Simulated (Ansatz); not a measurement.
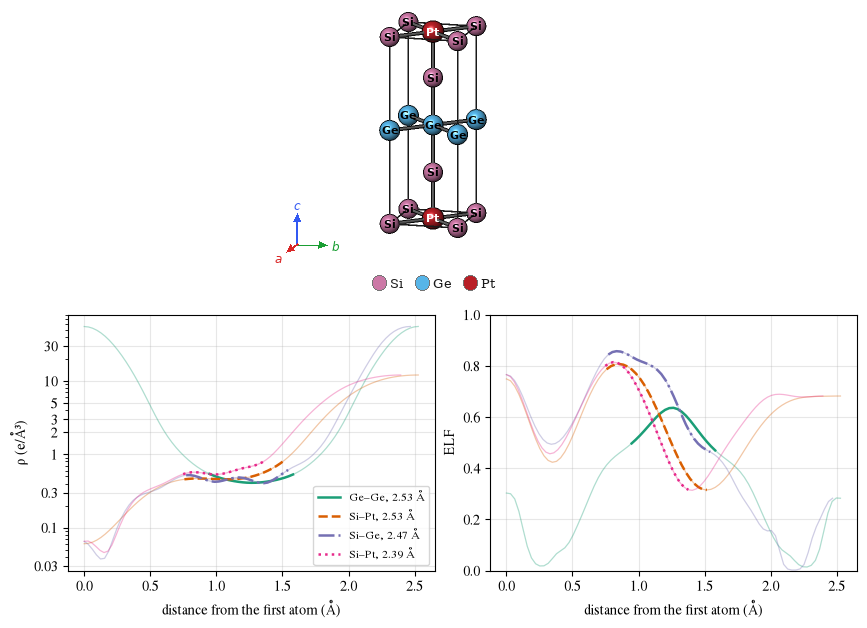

Si3Ge2Pt. Valence electron density and electron localisation function along straight lines between neighbouring atoms. Thin, pale parts lie inside the atomic spheres. The structure is drawn too.

Space group P4/mmm; a structure generated by program, which may or may not match a known phase.

Level of theory: DFT PBE, scalar-relativistic, plane waves, PAW (Ansatz).

Core electrons are frozen (PAW), and the valence fields are smoothed inside the atomic spheres.

The calculation's input:

```
crystal:
  lattice:
    - [3.5818895577, 0.0, 0.0]
    - [0.0, 3.5818895577, 0.0]
    - [0.0, 0.0, 9.669389406]
  atoms:
    - { symbol: Si, position: [0.0, 0.0, 0.0] }
    - { symbol: Si, position: [0.5, 0.5, 0.7532145899] }
    - { symbol: Si, position: [0.5, 0.5, 0.2467854101] }
    - { symbol: Ge, position: [0.0, 0.0, 0.5] }
    - { symbol: Ge, position: [0.5, 0.5, 0.5] }
    - { symbol: Pt, position: [0.5, 0.5, 0.0] }
basis:
  ecutwfc: 420
kpoints:
  mp_grid: { grid: [10, 10, 4] }
hamiltonian:
  xc: pbe
scf:
  occupations: { method: gaussian, width: 0.1 }
output:
  forces: true
  stress: true
  eigenvalues: true
  write_density: true
  write_potential: true
  elf: true
  volumetric_format: npy
relax:
  adjacent_minimum: "off"
  f_tol: 0.01
  max_steps: 80
  cell: { stress_tol: 0.05 }
```

Run with:

```sh
ansatz run input.yaml --threads 1 --pin off --max-ram 2560MiB --backend cpu --events-out ev --progress --plain --runs-dir out
```

Below, planes, directions and counts refer to the conventional cell (a = 3.57 Å, b = 3.57 Å, c = 9.72 Å, α = 90.00°, β = 90.00°, γ = 90.00°).

The fields are those of the relaxed geometry.

Question: Compare the contacts.

Answer: Ge–Ge (2.53 Å): ρ is about 0.41 e/Å³ halfway; the ELF peaks at about 0.65 between the atoms.
Si–Pt (2.53 Å): ρ is about 0.5 e/Å³ halfway; the ELF peaks at about 0.80 in the valence shell of Si, 0.9 Å from its nucleus, and is about 0.50 at the midpoint.
Si–Ge (2.47 Å): the density is about 0.46 e/Å³ at the midpoint, with its minimum of 0.4 e/Å³ about 1.4 Å from Si; the ELF peaks at about 0.85 in the valence shell of Si, 0.8 Å from its nucleus, and is about 0.70 at the midpoint.
Si–Pt (2.39 Å): ρ at the midpoint is about 0.65 e/Å³, with its minimum of 0.53 e/Å³ about 1.0 Å from Si; the ELF peaks at about 0.80 in the valence shell of Si, 0.8 Å from its nucleus, and is about 0.45 at the midpoint.
